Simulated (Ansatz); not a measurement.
# AlGa₂H (triplet): wave-function methods side by side, cc-pVTZ

How much of the correlation energy of AlGa₂H (triplet) does each wave-function method recover here?

The runs use Ansatz 0.2.0, Gaussian basis; cc-pVTZ, core rule «outside noble gas», up to 33 orbitals frozen.

To be run: UHF; CCSD(T) on ROHF; CCSD(T) on UHF; BCCD(T) on ROHF; CCSDT(Q) on ROHF; CCSDT(Q) on UHF.

6 further runs of the same task are left out: 6 set aside as unsound or not needed. Runs told in other sessions of the task aren't counted.

### 1 The system

The geometry is a PBE0/def2-TZVP stationary point (not a proven minimum). No spin-orbit coupling is included. The filled d shell of Ga may be among the frozen orbitals whatever the setting's name suggests.

4 atoms, charge 0, spin multiplicity 3.

Atoms are counted from 1 here; the program's logs count them from 0.

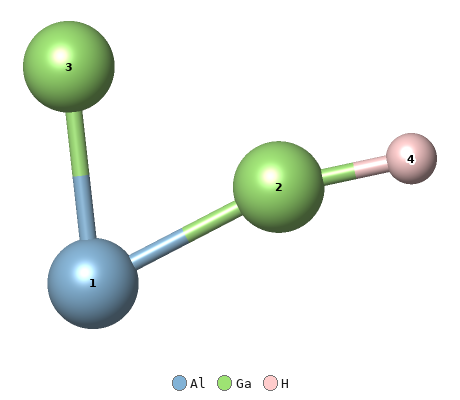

The geometry (aluminium light blue, gallium green, hydrogen pink); atoms are numbered from 1 in the order of the file.

In the tables R marks a restricted open-shell determinant and U an unrestricted one; energies count from the table's Hartree-Fock row.

### 2 UHF

The input, in.yaml:

```yaml
crystal:
  periodic: [false, false, false]
  atoms:
    - {symbol: Al, position_ang: [0.000000, 1.743795, 0.031076]}
    - {symbol: Ga, position_ang: [0.000000, -0.301539, 1.392894]}
    - {symbol: Ga, position_ang: [0.000000, -0.353844, -1.442415]}
    - {symbol: H, position_ang: [0.000000, -1.344351, 2.593686]}
basis:
  gaussian: {orbitals: cc-pVTZ}
magnetization: {spin_polarized: true, initial_magnetization: 2}
hamiltonian: {xc: hf}
output: {orbitals: {seedname: orbitals}}
```

Started as:

```
> ansatz run in.yaml --threads 1 --pin off --events-out ev --progress --plain --max-ram 4096MiB --backend cpu
```

What it wrote:

```text
Functional definition: HF
  name "HF"
  cite "Fock, Z. Phys. 61, 126 (1930) doi:10.1007/BF01340294"
  parent pbe
  exchange = exact_x
  correlation = 0
878 factors; integrals over basis functions are off by at most 1.6e-3 eV
mean field evaluation 1: about -111267.5516 eV, gradient 6.6e0 eV
mean field evaluation 2: about -111267.5547 eV, gradient 6.6e0 eV
mean field evaluation 4: about -111268.3455 eV, gradient 1.4e0 eV
mean field evaluation 8: about -111268.4146 eV, gradient 3.2e-1 eV
mean field evaluation 16: about -111268.4679 eV, gradient 6.7e-2 eV
mean field evaluation 32: about -111268.4694 eV, gradient 2.0e-4 eV
mean field evaluation 64: about -111263.3734 eV, gradient 1.3e1 eV
mean field evaluation 96: about -111268.2631 eV, gradient 7.3e-1 eV
mean field evaluation 128: about -111268.1915 eV, gradient 1.0e0 eV
mean field evaluation 160: about -111266.6738 eV, gradient 4.5e0 eV
mean field evaluation 192: about -111268.4206 eV, gradient 7.0e-1 eV
mean field evaluation 224: about -111268.4694 eV, gradient 6.2e-5 eV
mean field -111268.46936794 eV, -4089.0408287945 hartree, gradient 1.7e-5 eV, S^2 2.310414; 3 other end points of the search recorded, 0 dependent functions left out
reference -111268.46936794 eV, -4089.0408287945 hartree; 39, 37 occupied and 95, 97 virtual orbitals, 878 factors
Total energy: -111268.46936794 eV, -4089.0408287945 hartree
```

Run time: 31 s. Hardware: 1 thread of AMD EPYC 7R13, shared host; peak memory 0.42 GiB.

From the report: ⟨S²⟩ of the determinant 2.310 (pure triplet: 2.00).

### 3 CCSD(T) on ROHF

in.yaml, as its differences from that of step 2:

```diff
@@ -9,4 +9,3 @@
   gaussian: {orbitals: cc-pVTZ}
-magnetization: {spin_polarized: true, initial_magnetization: 2}
-hamiltonian: {xc: hf}
-output: {orbitals: {seedname: orbitals}}
+magnetization: {spin_polarized: false, initial_magnetization: 2}
+correlation: {method: ccsd_t, electrons: outside_noble_gas}
```

Started as:

```
> ansatz run in.yaml --threads 2 --pin off --events-out ev --progress --plain --max-ram 24576MiB --backend cuda --devices 0, --max-vram 18GiB
```

What it wrote (excerpt; [...] marks lines left out):

```text
Functional definition: HF
  name "HF"
  cite "Fock, Z. Phys. 61, 126 (1930) doi:10.1007/BF01340294"
  parent pbe
[...]
878 factors; integrals over basis functions are off by at most 1.6e-3 eV
[...]
mean field -111268.22658026 eV, -4089.0319065117 hartree, gradient 2.1e-6 eV, S^2 2.000000; 19 other end points of the search recorded, 0 dependent functions left out
[...]
determinant -111268.22658026 eV, -4089.0319065117 hartree, with singles and doubles -111274.27878726 eV, -4089.2543210166 hartree
determinant -111267.32643560 eV, -4088.9988268057 hartree, with singles and doubles -111273.42823657 eV, -4089.2230638554 hartree
determinant -111267.20455420 eV, -4088.9943477467 hartree, with singles and doubles -111273.11951344 eV, -4089.2117184895 hartree
determinant -111266.70871219 eV, -4088.9761258891 hartree, with singles and doubles -111272.75974986 eV, -4089.1984974218 hartree
[...]
determinant -111265.46480169 eV, -4088.9304130212 hartree, with singles and doubles -111271.67711124 eV, -4089.1587111864 hartree
determinant -111265.37318910 eV, -4088.9270463207 hartree, with singles and doubles -111271.05407962 eV, -4089.1358151969 hartree
determinant -111264.83885444 eV, -4088.9074098840 hartree, with singles and doubles -111271.17984246 eV, -4089.1404368958 hartree
33 core orbitals not correlated: weight in the atoms' cores, before any rotation towards them, 0.998 or more for the frozen orbitals, at most 0.001 for the correlated occupied ones
reference -111268.22658026 eV, -4089.0319065117 hartree; 6, 4 occupied and 95, 97 virtual orbitals, 878 factors
second order -5.09366082 eV of doubles, -0.08034732 eV of singles
cycle   1  -5.90042097 eV  change   -2.5e-1 eV  update   2.3e-2
[...]
cycle  13  -5.91544264 eV  change    1.4e-6 eV  update   6.6e-6
perturbative correction -0.39434034 eV, -0.0144917400 hartree
Total energy: -111274.53636323 eV, -4089.2637867591 hartree
```

Wall time 26 s (1 × H100 (card shared with other runs) with 2 threads of AMD EPYC 7R13, shared host); peak host memory 0.85 GiB.

From the report: correlation -6.3098 eV; T1 0.027; largest double amplitude 0.08.

### 4 CCSD(T) on UHF

in.yaml, as its differences from that of step 3:

```diff
@@ -9,3 +9,3 @@
   gaussian: {orbitals: cc-pVTZ}
-magnetization: {spin_polarized: false, initial_magnetization: 2}
+magnetization: {spin_polarized: true, initial_magnetization: 2}
 correlation: {method: ccsd_t, electrons: outside_noble_gas}
```

The command is unchanged.

What it wrote (excerpt; [...] marks lines left out):

```text
Functional definition: HF
  name "HF"
  cite "Fock, Z. Phys. 61, 126 (1930) doi:10.1007/BF01340294"
  parent pbe
[...]
878 factors; integrals over basis functions are off by at most 1.6e-3 eV
[...]
mean field -111268.46936794 eV, -4089.0408287945 hartree, gradient 7.2e-6 eV, S^2 2.310415; 16 other end points of the search recorded, 0 dependent functions left out
determinant -111268.46936794 eV, -4089.0408287945 hartree, with singles and doubles -111274.25608459 eV, -4089.2534867089 hartree
determinant -111267.61533183 eV, -4089.0094435462 hartree, with singles and doubles -111273.38094393 eV, -4089.2213258828 hartree
determinant -111267.47116145 eV, -4089.0041453827 hartree, with singles and doubles -111273.12458237 eV, -4089.2119047694 hartree
33 core orbitals not correlated: weight in the atoms' cores, before any rotation towards them, 0.998 or more for the frozen orbitals, at most 0.001 for the correlated occupied ones
reference -111268.46936794 eV, -4089.0408287945 hartree; 6, 4 occupied and 95, 97 virtual orbitals, 878 factors
second order -4.62519564 eV of doubles, -0.00000000 eV of singles
cycle   1  -5.65502712 eV  change   -2.8e-1 eV  update   2.7e-2
[...]
cycle  14  -5.67766805 eV  change    4.0e-6 eV  update   6.0e-6
perturbative correction -0.37699141 eV, -0.0138541787 hartree
Total energy: -111274.52402740 eV, -4089.2633334255 hartree
```

Run time: 26 s. Hardware: 1 × H100 (card shared with other runs) with 2 threads of AMD EPYC 7R13, shared host; peak host memory 0.86 GiB.

From the report: ⟨S²⟩ of the determinant 2.310 (pure triplet: 2.00); correlation -6.0547 eV; T1 0.065; largest double amplitude 0.09.

### 5 BCCD(T) on ROHF

in.yaml, as its differences from that of step 4:

```diff
@@ -9,3 +9,3 @@
   gaussian: {orbitals: cc-pVTZ}
-magnetization: {spin_polarized: true, initial_magnetization: 2}
-correlation: {method: ccsd_t, electrons: outside_noble_gas}
+magnetization: {spin_polarized: false, initial_magnetization: 2}
+correlation: {method: bccd_t, electrons: outside_noble_gas}
```

The command is unchanged.

What it wrote (excerpt; [...] marks lines left out):

```text
Functional definition: HF
  name "HF"
  cite "Fock, Z. Phys. 61, 126 (1930) doi:10.1007/BF01340294"
  parent pbe
[...]
878 factors; integrals over basis functions are off by at most 1.6e-3 eV
[...]
mean field -111268.22658026 eV, -4089.0319065117 hartree, gradient 2.1e-6 eV, S^2 2.000000; 19 other end points of the search recorded, 0 dependent functions left out
[...]
determinant -111268.22658026 eV, -4089.0319065117 hartree, with singles and doubles -111274.27878726 eV, -4089.2543210166 hartree
determinant -111267.32643560 eV, -4088.9988268057 hartree, with singles and doubles -111273.42823657 eV, -4089.2230638554 hartree
determinant -111267.20455420 eV, -4088.9943477467 hartree, with singles and doubles -111273.11951344 eV, -4089.2117184895 hartree
determinant -111266.70871219 eV, -4088.9761258891 hartree, with singles and doubles -111272.75974986 eV, -4089.1984974218 hartree
[...]
determinant -111265.46480169 eV, -4088.9304130212 hartree, with singles and doubles -111271.67711124 eV, -4089.1587111864 hartree
determinant -111265.37318910 eV, -4088.9270463207 hartree, with singles and doubles -111271.05407962 eV, -4089.1358151969 hartree
determinant -111264.83885444 eV, -4088.9074098840 hartree, with singles and doubles -111271.17984246 eV, -4089.1404368958 hartree
33 core orbitals not correlated: weight in the atoms' cores, before any rotation towards them, 0.998 or more for the frozen orbitals, at most 0.001 for the correlated occupied ones
reference -111268.22658026 eV, -4089.0319065117 hartree; 6, 4 occupied and 95, 97 virtual orbitals, 878 factors
second order -5.09366082 eV of doubles, -0.08034732 eV of singles
cycle   1  -5.89984856 eV  change   -2.5e-1 eV  update   2.5e-2
[...]
cycle  14  -5.91066188 eV  change    5.1e-6 eV  update   8.4e-6
perturbative correction -0.39927013 eV, -0.0146729067 hartree
Total energy: -111274.53651227 eV, -4089.2637922362 hartree
```

Wall time 36 s (1 × H100 (card shared with other runs) with 2 threads of AMD EPYC 7R13, shared host); peak host memory 0.84 GiB.

From the report: correlation -6.3099 eV; largest double amplitude 0.08.

### 6 CCSDT(Q) on ROHF

in.yaml, as its differences from that of step 5:

```diff
@@ -10,2 +10,2 @@
 magnetization: {spin_polarized: false, initial_magnetization: 2}
-correlation: {method: bccd_t, electrons: outside_noble_gas}
+correlation: {method: ccsdt_q, electrons: outside_noble_gas}
```

Launched as before.

What it wrote (excerpt; [...] marks lines left out):

```text
Functional definition: HF
  name "HF"
  cite "Fock, Z. Phys. 61, 126 (1930) doi:10.1007/BF01340294"
  parent pbe
[...]
1636 factors; integrals over basis functions are off by at most 1.6e-7 eV
[...]
mean field -111268.22660291 eV, -4089.0319073443 hartree, gradient 2.0e-6 eV, S^2 2.000000; 17 other end points of the search recorded, 0 dependent functions left out
[...]
determinant -111268.22660291 eV, -4089.0319073443 hartree, with singles and doubles -111274.27883334 eV, -4089.2543227100 hartree
determinant -111267.32645796 eV, -4088.9988276275 hartree, with singles and doubles -111273.42828222 eV, -4089.2230655329 hartree
determinant -111267.20457293 eV, -4088.9943484350 hartree, with singles and doubles -111273.11955880 eV, -4089.2117201564 hartree
determinant -111266.70873388 eV, -4088.9761266860 hartree, with singles and doubles -111272.75982578 eV, -4089.1985002118 hartree
[...]
determinant -111265.46482909 eV, -4088.9304140281 hartree, with singles and doubles -111271.67716032 eV, -4089.1587129899 hartree
determinant -111265.37320846 eV, -4088.9270470323 hartree, with singles and doubles -111271.05412741 eV, -4089.1358169530 hartree
determinant -111264.83887668 eV, -4088.9074107016 hartree, with singles and doubles -111271.17988808 eV, -4089.1404385722 hartree
33 core orbitals not correlated: weight in the atoms' cores, before any rotation towards them, 0.998 or more for the frozen orbitals, at most 0.001 for the correlated occupied ones
reference -111268.22660291 eV, -4089.0319073443 hartree; 6, 4 occupied and 95, 97 virtual orbitals, 1636 factors
second order -5.09368956 eV of doubles, -0.08034736 eV of singles
cycle   1  -5.63566615 eV  change   -4.6e-1 eV  update   1.1e-1
[...]
cycle  23  -6.35493402 eV  change    3.2e-7 eV  update   9.5e-7
perturbative correction -0.03735471 eV, -0.0013727603 hartree
Total energy: -111274.61889164 eV, -4089.2668196223 hartree
```

Run time: 71 s. Hardware: 1 × H100 (card shared with other runs) with 2 threads of AMD EPYC 7R13, shared host; peak host memory 1.4 GiB.

From the report: correlation -6.3923 eV; T1 0.029; largest double amplitude 0.09.

### 7 CCSDT(Q) on UHF

in.yaml, as its differences from that of step 6:

```diff
@@ -9,3 +9,3 @@
   gaussian: {orbitals: cc-pVTZ}
-magnetization: {spin_polarized: false, initial_magnetization: 2}
+magnetization: {spin_polarized: true, initial_magnetization: 2}
 correlation: {method: ccsdt_q, electrons: outside_noble_gas}
```

Launched as before.

What it wrote (excerpt; [...] marks lines left out):

```text
Functional definition: HF
  name "HF"
  cite "Fock, Z. Phys. 61, 126 (1930) doi:10.1007/BF01340294"
  parent pbe
[...]
1636 factors; integrals over basis functions are off by at most 1.6e-7 eV
[...]
mean field -111268.46939185 eV, -4089.0408296732 hartree, gradient 7.1e-6 eV, S^2 2.310417; 16 other end points of the search recorded, 0 dependent functions left out
determinant -111268.46939185 eV, -4089.0408296732 hartree, with singles and doubles -111274.25612897 eV, -4089.2534883397 hartree
determinant -111267.61535473 eV, -4089.0094443879 hartree, with singles and doubles -111273.38098733 eV, -4089.2213274780 hartree
determinant -111267.47118077 eV, -4089.0041460926 hartree, with singles and doubles -111273.12462719 eV, -4089.2119064163 hartree
33 core orbitals not correlated: weight in the atoms' cores, before any rotation towards them, 0.998 or more for the frozen orbitals, at most 0.001 for the correlated occupied ones
reference -111268.46939185 eV, -4089.0408296732 hartree; 6, 4 occupied and 95, 97 virtual orbitals, 1636 factors
second order -4.62521969 eV of doubles, -0.00000000 eV of singles
cycle   1  -5.21230713 eV  change   -5.9e-1 eV  update   1.2e-1
[...]
cycle  27  -6.11715589 eV  change    2.3e-7 eV  update   1.1e-6
perturbative correction -0.03859123 eV, -0.0014182016 hartree
Total energy: -111274.62513897 eV, -4089.2670492073 hartree
```

Wall time 82 s (1 × H100 (card shared with other runs) with 2 threads of AMD EPYC 7R13, shared host); peak host memory 1.1 GiB.

From the report: ⟨S²⟩ of the determinant 2.310 (pure triplet: 2.00); correlation -6.1557 eV; T1 0.074; largest double amplitude 0.11.

### 8 Misses and costs

The yardstick is RCCSDT(Q), where the cluster series has nearly closed. Rows without a time are mean-field rows or come out of runs for another level: lower rungs of the coupled-cluster runs, or the Hartree-Fock search.

Differences are taken before rounding.

```csv
method,energy from the lowest ROHF (meV),from RCCSDT(Q) (meV),time
ROHF,0.0,+6392.3,
UHF,-242.8,+6149.5,
RMP2,-5174.0,+1218.3,
UMP2,-4868.0,+1524.3,
RCCSD,-5915.4,+476.9,
UCCSD,-5920.5,+471.9,
RCCSD(T),-6309.8,+82.5,26 s
UCCSD(T),-6297.4,+94.9,26 s
BCCD(T),-6309.9,+82.4,36 s
RCCSDT,-6355.0,+37.4,
UCCSDT,-6360.0,+32.3,
RCCSDT(Q),-6392.3,0,71 s
UCCSDT(Q),-6398.6,-6.2,82 s
```

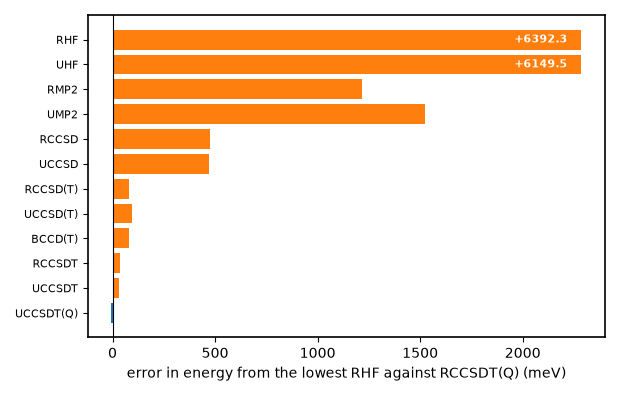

Deviations from RCCSDT(Q), method by method. Bars with a number in them are cut short.

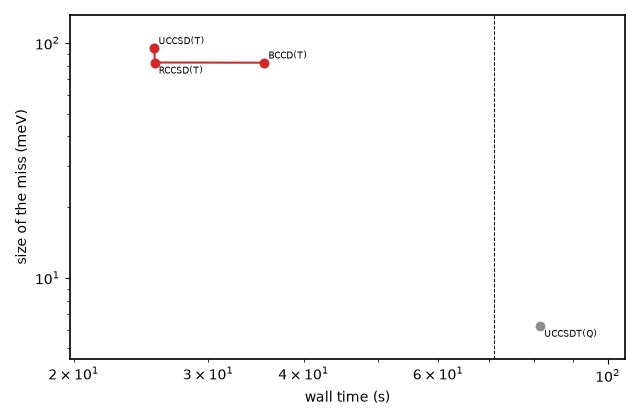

Accuracy for the time spent; red marks the levels that beat every quicker one drawn (of those quicker than the yardstick), and the dashed line is the time of RCCSDT(Q). Times are from a shared host.

With the free atoms at the same levels and basis (separate runs), the atomisation energy is 5.890 eV at RCCSDT(Q), 5.838 eV at RCCSD(T), 5.817 eV at UCCSD(T), 3.797 eV at ROHF.

### 9 Summary of results

| quantity | value |
| --- | --- |
| RCCSDT(Q) from the ROHF energy | -6.3923 eV |
| RMP2 from RCCSDT(Q) | +1218.3 meV |
| UMP2 from RCCSDT(Q) | +1524.3 meV |
| RCCSD from RCCSDT(Q) | +476.9 meV |
| RCCSD(T) from RCCSDT(Q) | +82.5 meV |
| UCCSD(T) from RCCSDT(Q) | +94.9 meV |
| UCCSDT(Q) from RCCSDT(Q) | -6.2 meV |
| levels within 1 kcal/mol (43 meV) | RCCSDT, UCCSDT, UCCSDT(Q) |
| T1 diagnostic | 0.027 |

What this shows: RCCSD(T) lands +82.5 meV from the yardstick (1.3 % of the correlation energy). These misses are within one basis, not against nature; the frozen cores of restricted and unrestricted runs differ, which can shift their rows.

BCCD(T) reaches 82.4 meV from the reference in 36 s, where RCCSDT(Q) took 71 s; the quickest level in the cost chart, UCCSD(T), takes 26 s and misses by 94.9 meV.
